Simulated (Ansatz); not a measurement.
# Ir4W: one candidate of a structure search, part 2 of 2

Where does this trial cell of Ir4W go when cell and atoms are let free?

Ansatz 0.2.0; DFT PBE, scalar-relativistic, plane waves, PAW. Earlier steps stand in the parts before.

### 4 Full relaxation

The input, input.yaml:

```yaml
crystal:
  lattice:
    - [1.37783995, 0.79549626, 11.31056213]
    - [-1.37783995, 0.79549626, 11.31056213]
    - [0.0, -1.59099253, 11.31056213]
  atoms:
    - { symbol: Ir, position: [0.60033202, 0.60033202, 0.60033202] }
    - { symbol: Ir, position: [0.199191, 0.199191, 0.199191] }
    - { symbol: Ir, position: [0.800809, 0.800809, 0.800809] }
    - { symbol: Ir, position: [0.39966798, 0.39966798, 0.39966798] }
    - { symbol: W, position: [0.0, 0.0, 0.0] }
basis:
  ecutwfc: 420
kpoints:
  mp_grid: { grid: [18, 18, 18] }
hamiltonian:
  xc: pbe
scf:
  occupations: { method: gaussian, width: 0.1 }
output:
  forces: true
  stress: true
  eigenvalues: true
  write_density: true
  write_potential: true
  elf: true
  volumetric_format: npy
relax:
  adjacent_minimum: "off"
  f_tol: 0.01
  max_steps: 80
  cell: { stress_tol: 0.05 }
```

Run with:

```bash
ansatz run input.yaml --threads 4 --pin off --max-ram 8192MiB --backend cpu --events-out ev --progress --plain --runs-dir out
```

Log:

```text
Warning: RAYON_NUM_THREADS=4 ignored (pool sized by the plan → 4); use --threads N
basis.fft_grid_basis auto: the FFT boxes are laid along the combinations [[1, -1, 0], [0, 1, 0], [0, -1, 1]] of the cell's own vectors, 2.756, 11.422 and 2.756 Å long. The dense box has 20×80×20 points. Along the cell's own vectors, as sized, it would have 80×80×80, 16.00 times as many. Of the 12 symmetry operations that the crystal satisfies within crystal.symmetry.tolerance (time reversal apart; of a slab, those that keep its plane) the dense box along the cell's own vectors carries 12, and the one as laid loses 8 of those. basis.fft_grid_basis: typed keeps the cell's own vectors: state it where this run's energies or levels are differenced outside the engine with another run's, or held beside a run that keeps those vectors. Those combinations have planes normal to reciprocal vector 3, as the cell's own vectors have. Each planar average written beside output.write_density, output.write_potential has a row for each plane of the box: 20. The volumetric files lie along those combinations, not along the cell's own vectors: a cube or XSF file states them, and fields.json those of NumPy files.
Engine: ansatz 0.2.0, x86_64-unknown-linux-gnu
Pseudopotentials: kind: paw
Pseudopotential: Ir, paw, valence charge 17, recommended cutoff 420 eV (normal), Ir.paw.azcp
Pseudopotential: W, paw, valence charge 14, recommended cutoff 420 eV (normal), W.paw.azcp
Functional definition: PBE
  parameter kappa = 0.804
  parameter beta = 0.06672455060314922
  exchange = pbe_x(kappa = kappa, mu = beta*pi^2/3)
  correlation = pbe_c(beta = beta)
Crystal: 5 atoms, lattice volume = 74.383 Å³
Basis set: ecut = 420 eV, 1453 PW (Γ), FFT grids on a1−a2, a2, −a2+a3, exchange–correlation on 40×160×40 points (8 copies of the dense FFT grid, shifted against one another)
Bands: 50, of which v1, the nominal top of the filled ones, is band 41 counted from 1 (40 counted from 0)
Symmetry: 12 space group operations
Space group: R-3m (ITA 166), of the structure as read, at distance tolerance 4.2e-5 Å
k-points: 580 of 5832
Non-local potential: Ir, projectors of the file, l = 0: 3, l = 1: 2, l = 2: 2, l = 3: 1
Non-local potential: W, projectors of the file, l = 0: 3, l = 1: 2, l = 2: 2, l = 3: 1
PAW form: soft (Blöchl's): semilocal exchange-correlation on the pseudo side does not see the compensation charge
PAW one-centre angular grid: Ir, 590 points (default); XC on 64 Gauss nodes
PAW one-centre angular grid: W, 590 points (default); XC on 64 Gauss nodes
Initial density: superposition of atomic densities (neutral atoms: chi_scale 0, normalization atom), corrected by the library's trained network
Initial wavefunctions: pseudopotential atomic-orbital guess
Functional: x = pbe(κ = 0.804, μ = 0.2195149727645171), c = pbe(β = 0.06672455060314922)
SCF iter   1: F=—  HF=-58126.349814 eV  |F-HF|=—  |Δ(HF+E_count)|=         —  Δρ=8.37e-3  dr2=1.37e-1  ethr=1.77e-3  ⟨swp⟩=5.7  Hψ=93948  notcnv=0  defer=29
preconditioner: auto → Kerker (q_TF=auto, 2.773 Å⁻¹)  [metal: Δε(μ)=0.003 eV  Ē_g=6.460 eV  σ=0.100 eV  W_gap=0.02  n_scr=26 (ndim 8)  ℏωp=27.9 eV  f_vac=0.000  D(μ)=4.37/eV (n_scr^D=52)]
SCF iter   2: F=—  HF=-58126.349033 eV  |F-HF|=—  |Δ(HF+E_count)|=   7.81e-4  Δρ=4.49e-3  dr2=4.61e-2  ethr=1.68e-4  ⟨swp⟩=1.0  Hψ=33640  notcnv=0  defer=31
SCF iter   3: F=—  HF=-58126.348008 eV  |F-HF|=—  |Δ(HF+E_count)|=   1.02e-3  Δρ=4.94e-4  dr2=1.08e-3  ethr=5.62e-5  ⟨swp⟩=1.0  Hψ=27866  notcnv=0  defer=31
SCF iter   4: F=—  HF=-58126.347925 eV  |F-HF|=—  |Δ(HF+E_count)|=   8.34e-5  Δρ=1.36e-4  dr2=1.41e-4  ethr=1.32e-6  ⟨swp⟩=1.1  Hψ=28005  notcnv=0  defer=31
SCF iter   5: F=—  HF=-58126.347918 eV  |F-HF|=—  |Δ(HF+E_count)|=   6.66e-6  Δρ=4.76e-5  dr2=6.15e-6  ethr=1.72e-7  ⟨swp⟩=1.0  Hψ=27877  notcnv=0  defer=31
SCF iter   6: F=—  HF=-58126.347899 eV  |F-HF|=—  |Δ(HF+E_count)|=   1.89e-5  Δρ=9.47e-6  dr2=1.45e-7  ethr=7.50e-9  ⟨swp⟩=2.2  Hψ=36554  notcnv=0  defer=31
SCF iter   7: F=-58126.347899 eV  HF=-58126.347899 eV  |F-HF|=5.57e-9  |Δ(HF+E_count)|=   4.75e-9  Δρ=1.71e-6  dr2=7.07e-9  ethr=1.22e-10  ⟨swp⟩=11.1  Hψ=165236  notcnv=0
SCF 1 converged in 7 iterations: F = -58126.347899 eV  dr2 = 7.07e-9
relax step   1: F+E_penalty+E_count = -58126.34789937 eV  Δ(F+E_penalty+E_count) = +0.000e0 eV  max|allowed force component| = 7.279e-2 eV/Å  Δτ_max = 0.0000 Å  P = -1.656 GPa  Ω = 74.383 Å³  (7 SCF iters, dr2 threshold 1.00e-7 eV, accepted)
Crystal: 5 atoms, lattice volume = 73.153 Å³
Basis set: ecut = 420 eV, 1435 PW (Γ), FFT grids on a1−a2, a2, −a2+a3, exchange–correlation on 40×160×40 points (8 copies of the dense FFT grid, shifted against one another)
Initial density: handed on by an earlier stage of this run
Initial wavefunctions: those handed on with the density
iter 1 solved again at ethr=5.84e-5 eV; its pass at ethr=3.10e-3 eV (dr2=4.79e-2 eV) is discarded
SCF iter   1: F=—  HF=-58126.340552 eV  |F-HF|=—  |Δ(HF+E_count)|=         —  Δρ=3.08e-3  dr2=4.69e-2  ethr=5.84e-5  ⟨swp⟩=1.0  Hψ=113814  notcnv=0
preconditioner: auto → Kerker (q_TF=auto, 2.781 Å⁻¹)  [metal: Δε(μ)=0.003 eV  Ē_g=6.594 eV  σ=0.100 eV  W_gap=0.01  n_scr=26 (ndim 8)  ℏωp=28.1 eV  f_vac=0.000  D(μ)=4.21/eV (n_scr^D=46)]
SCF iter   2: F=—  HF=-58126.339106 eV  |F-HF|=—  |Δ(HF+E_count)|=   1.45e-3  Δρ=1.75e-3  dr2=1.85e-2  ethr=5.72e-5  ⟨swp⟩=1.0  Hψ=29000  notcnv=0
SCF iter   3: F=—  HF=-58126.338229 eV  |F-HF|=—  |Δ(HF+E_count)|=   8.77e-4  Δρ=2.20e-4  dr2=2.67e-4  ethr=2.25e-5  ⟨swp⟩=1.0  Hψ=29000  notcnv=0
SCF iter   4: F=—  HF=-58126.338198 eV  |F-HF|=—  |Δ(HF+E_count)|=   3.12e-5  Δρ=5.39e-5  dr2=7.26e-6  ethr=3.26e-7  ⟨swp⟩=1.9  Hψ=32990  notcnv=0
iter 5 did not close the SCF: its close was put off for the readings that it lacked (scf_convergence_deferred on its scf_iter line)
SCF iter   5: F=-58126.338198 eV  HF=-58126.338198 eV  |F-HF|=2.99e-7  |Δ(HF+E_count)|=   1.81e-7  Δρ=1.20e-5  dr2=3.57e-7  ethr=8.85e-9  ⟨swp⟩=1.7  Hψ=35021  notcnv=0
SCF iter   6: F=-58126.338198 eV  HF=-58126.338198 eV  |F-HF|=3.78e-8  |Δ(HF+E_count)|=   1.31e-8  Δρ=3.51e-6  dr2=4.31e-8  ethr=4.36e-10  ⟨swp⟩=7.2  Hψ=179798  notcnv=0
SCF 2 converged in 6 iterations: F = -58126.338198 eV  dr2 = 4.31e-8
relax step   2: F+E_penalty+E_count = -58126.33819783 eV  Δ(F+E_penalty+E_count) = +9.702e-3 eV  max|allowed force component| = 1.484e-1 eV/Å  Δτ_max = 0.0123 Å  P = +4.146 GPa  Ω = 73.153 Å³  energy of the carried Pulay correction = +5.988e-4 eV  (6 SCF iters, dr2 threshold 5.00e-7 eV, rejected (line search))
Crystal: 5 atoms, lattice volume = 74.028 Å³
iter 1 solved again at ethr=3.00e-5 eV; its pass at ethr=3.10e-3 eV (dr2=2.46e-2 eV) is discarded
SCF iter   1: F=—  HF=-58126.351513 eV  |F-HF|=—  |Δ(HF+E_count)|=         —  Δρ=2.21e-3  dr2=2.48e-2  ethr=3.00e-5  ⟨swp⟩=1.0  Hψ=114719  notcnv=0
preconditioner: auto → Kerker (q_TF=auto, 2.775 Å⁻¹)  [metal: Δε(μ)=0.000 eV  Ē_g=6.507 eV  σ=0.100 eV  W_gap=0.00  n_scr=26 (ndim 8)  ℏωp=28.0 eV  f_vac=0.000  D(μ)=4.29/eV (n_scr^D=52)]
SCF iter   2: F=—  HF=-58126.350746 eV  |F-HF|=—  |Δ(HF+E_count)|=   7.67e-4  Δρ=1.25e-3  dr2=9.65e-3  ethr=3.00e-5  ⟨swp⟩=1.0  Hψ=29000  notcnv=0
SCF iter   3: F=—  HF=-58126.350292 eV  |F-HF|=—  |Δ(HF+E_count)|=   4.54e-4  Δρ=1.54e-4  dr2=1.33e-4  ethr=1.18e-5  ⟨swp⟩=1.0  Hψ=29000  notcnv=0
SCF iter   4: F=—  HF=-58126.350285 eV  |F-HF|=—  |Δ(HF+E_count)|=   6.99e-6  Δρ=3.74e-5  dr2=4.11e-6  ethr=1.62e-7  ⟨swp⟩=1.6  Hψ=30069  notcnv=0
SCF iter   5: F=—  HF=-58126.350265 eV  |F-HF|=—  |Δ(HF+E_count)|=   2.09e-5  Δρ=9.04e-6  dr2=1.67e-7  ethr=5.01e-9  ⟨swp⟩=2.0  Hψ=37403  notcnv=0
SCF iter   6: F=—  HF=-58126.350265 eV  |F-HF|=—  |Δ(HF+E_count)|=   5.76e-9  Δρ=2.25e-6  dr2=1.75e-8  ethr=2.03e-10  ⟨swp⟩=1.7  Hψ=31993  notcnv=0
SCF iter   7: F=—  HF=-58126.350265 eV  |F-HF|=—  |Δ(HF+E_count)|=   1.30e-9  Δρ=5.57e-7  dr2=1.03e-9  ethr=2.13e-11  ⟨swp⟩=1.3  Hψ=29530  notcnv=0
SCF iter   8: F=-58126.350265 eV  HF=-58126.350265 eV  |F-HF|=7.28e-12  |Δ(HF+E_count)|=  5.82e-11  Δρ=1.28e-7  dr2=2.20e-11  ethr=1.00e-12  ⟨swp⟩=5.2  Hψ=136437  notcnv=0
SCF 3 converged in 8 iterations: F = -58126.350265 eV  dr2 = 2.20e-11
relax step   3: F+E_penalty+E_count = -58126.35026456 eV  Δ(F+E_penalty+E_count) = -2.365e-3 eV  max|allowed force component| = 7.571e-3 eV/Å  Δτ_max = 0.0039 Å  P = -0.037 GPa  Ω = 74.028 Å³  energy of the carried Pulay correction = +1.718e-4 eV  (8 SCF iters, accepted)
Initial wavefunctions: pseudopotential atomic-orbital guess (no wavefunctions were taken with the density)
iter 1 solved again at ethr=7.34e-8 eV; its pass at ethr=3.10e-3 eV (dr2=6.02e-5 eV) is discarded
SCF iter   1: F=—  HF=-58126.350113 eV  |F-HF|=—  |Δ(HF+E_count)|=         —  Δρ=1.53e-5  dr2=2.90e-8  ethr=7.34e-8  ⟨swp⟩=3.4  Hψ=161744  notcnv=0
preconditioner: auto → Kerker (q_TF=auto, 2.775 Å⁻¹)  [metal: Δε(μ)=0.003 eV  Ē_g=6.500 eV  σ=0.100 eV  W_gap=0.02  n_scr=26 (ndim 8)  ℏωp=28.0 eV  f_vac=0.000  D(μ)=4.30/eV (n_scr^D=52)]
SCF iter   2: F=—  HF=-58126.350091 eV  |F-HF|=—  |Δ(HF+E_count)|=   2.23e-5  Δρ=7.93e-6  dr2=7.40e-9  ethr=3.53e-11  ⟨swp⟩=3.0  Hψ=61168  notcnv=0
SCF iter   3: F=—  HF=-58126.350091 eV  |F-HF|=—  |Δ(HF+E_count)|=  2.69e-10  Δρ=7.03e-7  dr2=1.32e-10  ethr=9.02e-12  ⟨swp⟩=3.0  Hψ=52959  notcnv=0
iter 4 did not close the SCF: its close was put off for the readings that it lacked (scf_convergence_deferred on its scf_iter line)
SCF iter   4: F=-58126.350091 eV  HF=-58126.350091 eV  |F-HF|=7.28e-12  |Δ(HF+E_count)|=  2.18e-11  Δρ=1.21e-7  dr2=7.55e-12  ethr=1.00e-12  ⟨swp⟩=1.0  Hψ=29000  notcnv=0
iter 5 did not close the SCF: its close was put off for the readings that it lacked (scf_convergence_deferred on its scf_iter line)
SCF iter   5: F=-58126.350091 eV  HF=-58126.350091 eV  |F-HF|=0.00e0  |Δ(HF+E_count)|=  1.46e-11  Δρ=2.52e-8  dr2=8.31e-13  ethr=1.00e-12  ⟨swp⟩=1.0  Hψ=29000  notcnv=0
iter 6 did not close the SCF: its close was put off for the readings that it lacked (scf_convergence_deferred on its scf_iter line)
SCF iter   6: F=-58126.350091 eV  HF=-58126.350091 eV  |F-HF|=0.00e0  |Δ(HF+E_count)|=    0.00e0  Δρ=4.56e-9  dr2=6.21e-14  ethr=1.00e-12  ⟨swp⟩=1.0  Hψ=29000  notcnv=0
iter 7 did not close the SCF: its close was put off for the readings that it lacked (scf_convergence_deferred on its scf_iter line)
SCF iter   7: F=-58126.350091 eV  HF=-58126.350091 eV  |F-HF|=2.91e-11  |Δ(HF+E_count)|=  2.91e-11  Δρ=1.53e-9  dr2=5.44e-15  ethr=1.00e-12  ⟨swp⟩=1.0  Hψ=29000  notcnv=0
SCF iter   8: F=-58126.350091 eV  HF=-58126.350091 eV  |F-HF|=0.00e0  |Δ(HF+E_count)|=  7.28e-12  Δρ=4.71e-10  dr2=6.11e-16  ethr=1.00e-12  ⟨swp⟩=2.0  Hψ=71531  notcnv=0
SCF 4 converged in 8 iterations: F = -58126.350091 eV  dr2 = 6.11e-16
relax step   4: F+E_penalty+E_count = -58126.35009054 eV  Δ(F+E_penalty+E_count) = +1.740e-4 eV  max|allowed force component| = 7.562e-3 eV/Å  Δτ_max = 0.0000 Å  P = -0.034 GPa  Ω = 74.028 Å³  stress off target by 4.02e-2 GPa  SCF on the basis re-selected at this cell (its energy is not comparable with the rows above)  (8 SCF iters)
basis re-selected at this cell: Δ(F+E_penalty+E_count) = +1.740e-4 eV, ΔP = +0.003 GPa vs the last step (what re-selecting the basis moved, of the pressure what is left beyond the Pulay correction that the steps carried, after the strain that the cell walked since its last selection, with what the two solves' SCF thresholds leave and, on support functions, any second-order correction that the steps lacked; it is no measure of the basis error at this ecutwfc). This SCF's stress stands 4.02e-2 GPa from its target on what of the cell is left free (relax.cell.stress_tol is 5.00e-2 GPa) and its largest allowed force component is 7.56e-3 eV/Å (relax.f_tol is 1.00e-2 eV/Å): within both
SCF converged after 8 iterations
Free energy (F): -58126.350091 eV
Harris-Foulkes:  -58126.350091 eV  (|F-HF|=0.00e0)
Internal energy: -58126.328598 eV  (E = F + TS)
E sigma→0 (E₀):  -58126.339344 eV
Entropy (-TS):   -0.021493 eV (-4.299 meV/atom)
Fermi energy:    24.300755 eV
--- Per-component energies (eV) ---
  E_band       = -470.682190
  E_kinetic    = 2939.759262
  E_local      = -5198.179229  (includes V_loc(G=0)·N_el)
  E_nonlocal   = 290.707744
  E_hartree    = 1993.840963
  E_xc         = -1338.425931
  E_vxc        = -1438.663529  (∫ρ·V_xc dr)
  E_paw        = -45455.739332  (= ΣΔE_a)
  E_vpaw       = -1051.988539  (= ΣTr[D̂ρ^β])
  E_aug_tail   = 0.000174  (compensation charges beyond the density's cutoff)
  E_ewald      = -11358.292250
  E_smearing   = -0.021493  (= −TS)
  E_closure    = 0.000000  (closes the sum)
  Σ components = -58126.350091   (vs F -58126.350091, Δ=0.00e0)
--- Forces (eV/Å), atoms counted from 1 ---
  atom   1  Ir    -0.00000000    -0.00000000     0.00756234
  atom   2  Ir     0.00000000     0.00000000    -0.00576572
  atom   3  Ir    -0.00000000    -0.00000000     0.00576572
  atom   4  Ir     0.00000000     0.00000000    -0.00756234
  atom   5  W      0.00000000     0.00000000     0.00000000
  max |Σ_I F_I| component: 1.73e-18 eV/Å
--- Stress (GPa, compression-positive) ---
       -0.030187       0.000000      -0.000000
        0.000000      -0.030187       0.000000
       -0.000000       0.000000      -0.040191
  P = ⅓ Tr σ = -0.0335 GPa (-0.335 kbar)
--- Band table (eV; the first three rows and the last of 580) ---
  k-point 0: bands = ["-68.3645", "-68.3326", "-68.2363", "-68.2360", "-49.6667", "-25.4758", "-25.2243", "-25.0410", "-24.9835", "-24.9835", "-24.9289", "-24.9289", "-24.9184", "-24.8584", "-24.8584", "-24.8558", "-24.8558", "-14.0622", "-13.2772", "-13.2772", "13.8305", "15.3262", "15.4558", "16.6965", "17.1466", "20.1431", "20.5035", "20.7612", "20.7612", "20.8653", "20.8653", "21.0052", "21.0052", "21.2017", "21.2017", "21.5061", "22.6650", "22.6650", "22.6859", "22.8438", "23.2582", "23.2582", "23.2982", "23.2982", "24.6915", "24.6915", "24.7771", "24.7771", "27.6271", "27.6271"]
  k-point 1: bands = ["-68.3631", "-68.3317", "-68.2352", "-68.2349", "-49.6634", "-25.4708", "-25.2234", "-25.0444", "-24.9975", "-24.9882", "-24.9405", "-24.9325", "-24.9226", "-24.8724", "-24.8707", "-24.8622", "-24.8594", "-14.0568", "-13.3169", "-13.2862", "13.9514", "15.4225", "15.5857", "16.8094", "17.2676", "20.0574", "20.4294", "20.6689", "20.8125", "20.8523", "20.9311", "20.9575", "21.0985", "21.1309", "21.2918", "21.5495", "22.2742", "22.4846", "22.7062", "22.7538", "22.9946", "23.1339", "23.5223", "23.5451", "24.6678", "24.6875", "24.8348", "25.2112", "27.6235", "27.7641"]
  k-point 2: bands = ["-68.3593", "-68.3291", "-68.2321", "-68.2318", "-49.6536", "-25.4564", "-25.2230", "-25.0628", "-25.0326", "-25.0016", "-24.9692", "-24.9433", "-24.9427", "-24.9187", "-24.8971", "-24.8731", "-24.8696", "-14.0411", "-13.4302", "-13.3120", "14.3043", "15.7080", "15.9425", "17.1306", "17.6077", "19.8263", "20.2236", "20.4112", "20.6227", "20.8162", "21.1047", "21.1211", "21.1245", "21.3746", "21.3760", "21.5531", "21.7611", "22.0325", "22.5273", "22.6597", "22.8541", "23.1872", "23.6642", "23.7139", "24.5984", "24.7561", "25.0423", "26.0811", "27.6085", "28.1218"]
  k-point 579: bands = ["-68.3645", "-68.3326", "-68.2363", "-68.2360", "-49.6667", "-25.4768", "-25.2195", "-25.0481", "-24.9834", "-24.9834", "-24.9289", "-24.9289", "-24.9150", "-24.8584", "-24.8584", "-24.8558", "-24.8558", "-14.0622", "-13.2772", "-13.2772", "14.1338", "14.4139", "16.3631", "16.5243", "17.1055", "20.4892", "20.5017", "20.7371", "20.7371", "20.8252", "20.9131", "20.9131", "21.0861", "21.0861", "21.0961", "21.0961", "22.0272", "22.5459", "22.5459", "23.1602", "23.1602", "23.8143", "23.8143", "23.9295", "24.2058", "24.2058", "24.9382", "24.9382", "27.6591", "27.6591"]
--- Relaxed structure (3 steps of the walk, 2 accepted, 1 SCFs on fresh bases) ---
  F+E_penalty+E_count = -58126.35009054 eV   max|allowed force component| = 7.562e-3 eV/Å   (the final SCF, on the basis selected at the relaxed cell)
  cell:  # Å, volume = 74.0276 Å³
    - [1.3756379838749337, 0.7942249586336412, 11.292626574124663]
    - [-1.3756379838749337, 0.7942249586336412, 11.292626574124663]
    - [-4.371553098861792e-34, -1.5884499222593573, 11.292626573773566]
  atoms:
    - { symbol: Ir, position: [0.6004456188316808, 0.6004456188316808, 0.6004456188316809] }
    - { symbol: Ir, position: [0.19923245961428726, 0.19923245961428726, 0.1992324596142873] }
    - { symbol: Ir, position: [0.8007675403857126, 0.8007675403857126, 0.8007675403857127] }
    - { symbol: Ir, position: [0.3995543811683192, 0.3995543811683192, 0.39955438116831926] }
    - { symbol: W, position: [1.022479966280299e-20, 1.0224799662802978e-20, 1.0224799630669562e-20] }
```

Run time: 46 s. Hardware: 4 threads of AMD EPYC 9R45 (Zen 5), shared host; peak memory 1.7 GiB.

Relaxation path:

```csv
step,energy from step 1 (eV/cell),largest force component (eV/Å),pressure (GPa),volume (Å³)
1,0.0000,0.0728,-1.66,74.38
2,0.0097,0.1484,4.15,73.15
3,-0.0024,0.0076,-0.04,74.03
4,-0.0022,0.0076,-0.03,74.03
```

Step 1 is the start. Step 4 repeats the geometry before it on a plane-wave basis chosen anew for that cell, so its energy need not be comparable with the rows above. Step 2 was tried and not accepted.

Lengths and angles in the start's conventional setting:

|  | before | after | change |
| --- | --- | --- | --- |
| a (Å) | 2.756 | 2.751 | -0.2 % |
| b (Å) | 2.756 | 2.751 | -0.2 % |
| c (Å) | 33.932 | 33.878 | -0.2 % |
| volume (Å³/atom) | 14.88 | 14.81 | -0.5 % |
| shortest distance (Å) | 2.721 | 2.719 | -0.1 % |
| space group (0.01 Å) | R-3m | R-3m | same |

The run keeps the 12 symmetry operations of the start, so it could not have lowered the symmetry.

The maps below are laid out on this run's own conventional cell (a, b, c = 2.751, 2.751, 33.878 Å).

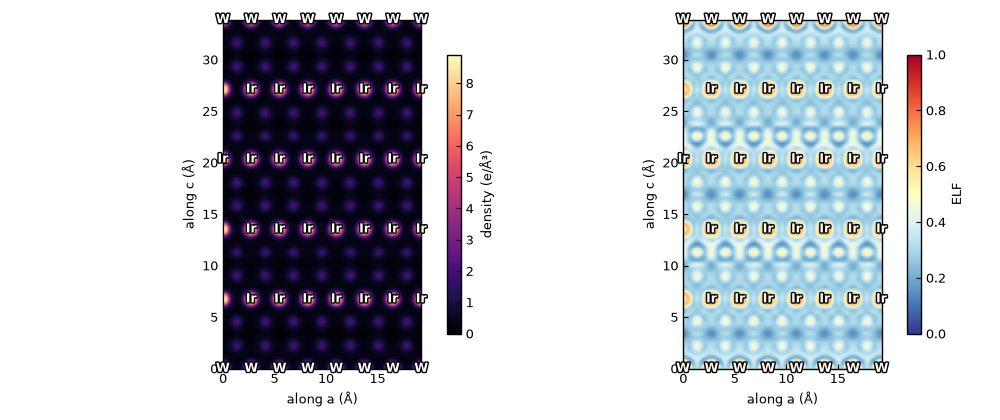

Density (left) and ELF (right) in a lattice plane of the grid's cell (edges 2.75 and 33.88 Å, at 0.000 of the third edge), which holds Ir and W. Only atoms in the plane are labelled. Both are smooth fields of the valence electrons: close to the nuclei they are not physical.

The highest ELF values outside the cores: 0.48 between the atoms, 1.6 Å from W.

### 5 Changing settings: ecutwfc 33.1 Ry, mp_grid.shift [0.5, 0.5, 0.5], n_extra_bands 32

Changes to input.yaml since step 4:

```diff
@@ -12,5 +12,5 @@
 basis:
-  ecutwfc: 420
+  ecutwfc: "33.1 Ry"
 kpoints:
-  mp_grid: { grid: [18, 18, 18] }
+  mp_grid: { grid: [18, 18, 18], shift: [0.5, 0.5, 0.5] }
 hamiltonian:
@@ -19,10 +19,7 @@
   occupations: { method: gaussian, width: 0.1 }
+  n_extra_bands: 32
 output:
   forces: true
+  eigenvalues: true
   stress: true
-  eigenvalues: true
-  write_density: true
-  write_potential: true
-  elf: true
-  volumetric_format: npy
 relax:
```

Run with:

```bash
ansatz run input.yaml --threads 4 --pin off --max-ram 8192MiB --backend cpu --events-out ev --progress --plain --runs-dir out
```

Log, shortened:

```text
Warning: RAYON_NUM_THREADS=4 ignored (pool sized by the plan → 4); use --threads N
[...]
scf.n_extra_bands = 32 over 41 filled bands (N_el = 82.0): the run solves 73 bands
[...]
[... 4 set-up lines as earlier in the session ...]
[...]
Crystal: 5 atoms, lattice volume = 74.383 Å³
[...]
    - [1.6927711683674724e-33, -1.5884303481761761, 11.292526440755214]
  atoms:
    - { symbol: Ir, position: [0.600445326277516, 0.600445326277516, 0.600445326277516] }
    - { symbol: Ir, position: [0.19923221475039857, 0.19923221475039857, 0.19923221475039854] }
    - { symbol: Ir, position: [0.8007677852496013, 0.8007677852496013, 0.8007677852496015] }
    - { symbol: Ir, position: [0.39955467372248404, 0.39955467372248404, 0.39955467372248404] }
    - { symbol: W, position: [4.8040290557205434e-37, -1.0200930531127412e-37, 1.8919679953580234e-37] }
```

Wall time 55 s (4 threads of AMD EPYC 9R45 (Zen 5), shared host); peak memory 2.4 GiB.

```
    run     ending  energy change  pressure (GPa)  gap (eV)  force (eV/Å)  cycles  time
 step 4  converged              0             0.0      0.00          0.01       -  46 s
variant  converged  -0.9 meV/atom             0.0      0.00          0.01       -  55 s
```

Changing the cutoff, k-point mesh and band count moves the energy by -0.9 meV/atom. More than one kind of setting changed, and this run alone doesn't tell their shares apart.

### 6 Summary of results

This closing draws on all 2 parts.

```
                              quantity                                                                        value
symmetry at the end (tolerance 0.05 Å)                                                   space group R-3m (No. 166)
                     conventional cell  a = 2.751 Å, b = 2.751 Å, c = 33.878 Å, α = 90.00°, β = 90.00°, γ = 120.00°
                                volume                                                                14.81 Å³/atom
              energy over the elements                                                                -0.05 eV/atom
                       gap on the mesh                                                                 none (metal)
```

**Reading.** The space group R-3m (No. 166) is kept, at nearly the size of the first guess. A negative formation energy is needed for stability but isn't enough; other structures and compounds were not set against it here. No finished test with a distortion of lower symmetry is shown, so the end may be a saddle point. The runs treat Ir, W without spin-orbit coupling. Other magnetic orders were not searched.
